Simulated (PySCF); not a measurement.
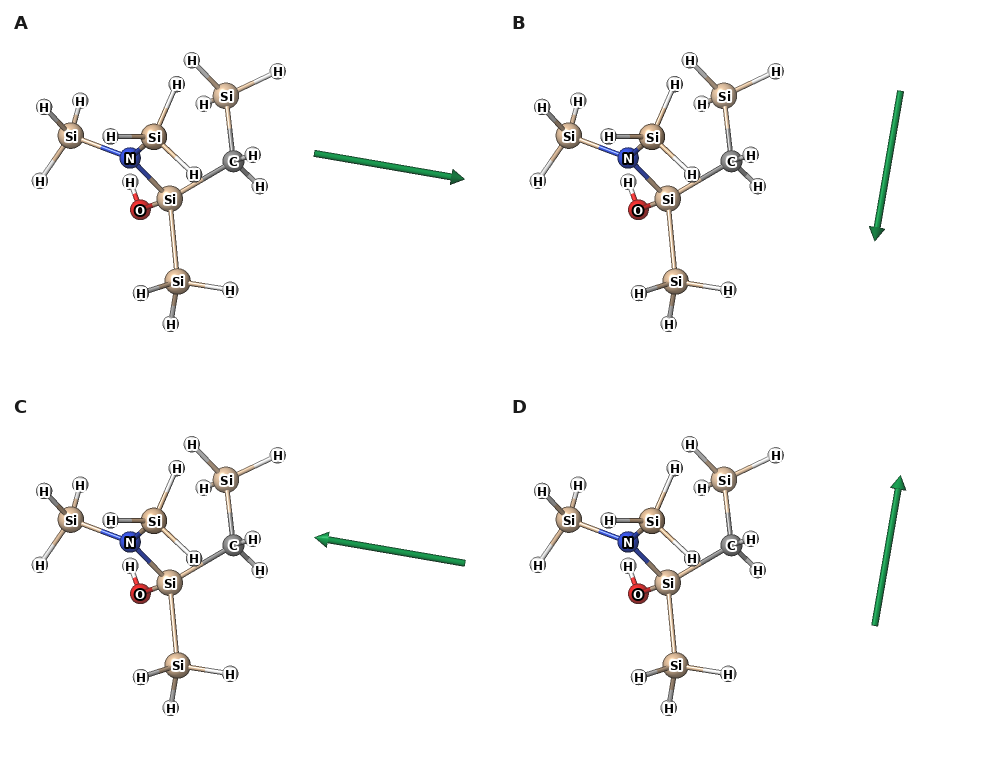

The same molecule four times, each with an arrow. The geometry was computed by an optimisation with GFN2-xTB. No frequency run is at hand to confirm it as a minimum. Properties computed with PBE0/pcSseg-1, gas phase (PySCF 2.14.0).

Which arrow points along the dipole moment, from the negative to the positive end?

D. The dipole moment is 1.27 D.

The geometry is semi-empirical. Around Si such bond lengths and angles can be off by a tenth of an ångström or more and by several degrees, and values that hang on the shape move with them.
